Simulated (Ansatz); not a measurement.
Consider BN in the zinc blende structure (space group F-43m, No. 216; a = 3.6057 Å). Axes: x, y, z lie along the cube axes.

One thing is altered: the cell is stretched by 0.50 % along z with no lateral relaxation; the atoms relax in the strained cell.

All numbers come from Kohn–Sham DFT with the PBEsol functional, run in Ansatz (a first-principles code) with PAW and 420 eV plane waves, no spin-orbit coupling.

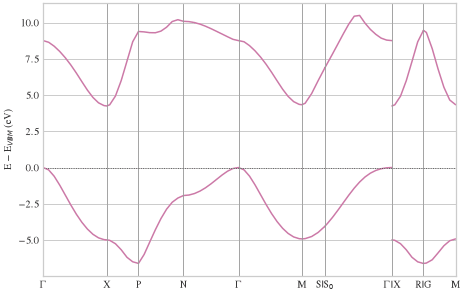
Fig. 1. Highest valence and lowest conduction band along the path of the changed cell's own zone

### Question
Read the changed gap and its character from the plot.

### Answer
About 4.2 eV, indirect, Γ → X.

Whether these cells are dynamically stable was not tested. Labels are those of the standard path for the cell's own space group.
